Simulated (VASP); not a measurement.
Band structure of InP (zinc blende). These are PBE GGA, VASP's PBE PAW potentials (set 64) (plane waves; VASP 6.6.1) values and carry that method's errors.

Unless said otherwise, spin-orbit coupling is left out, though it shifts the bands of the heavy elements here.

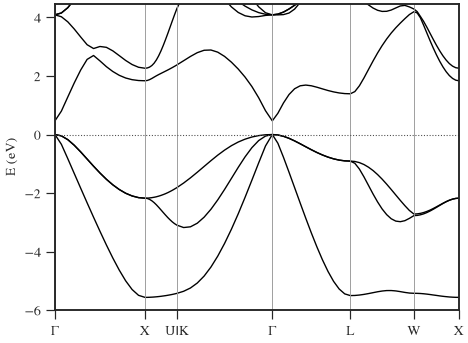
Bands along high-symmetry lines, zero at the valence-band maximum or, without a gap, the Fermi level

Question: Read the plot: is there a gap, and where are the band edges?

Answer: The gap is direct, 0.47 eV, from the valence maximum at Γ to the conduction minimum at Γ. (Edges off the drawn lines would not show.)

Measured: gap 1.47 eV (computed value off by -1.00 eV), as given by Wei Chen et al., Physical Review Materials (2018), doi:10.1103/physrevmaterials.2.073803 [zero-point renormalisation of 0.05 eV added back (the table's ZPR column)].

The compound is InP in the zinc blende structure. It was relaxed first.
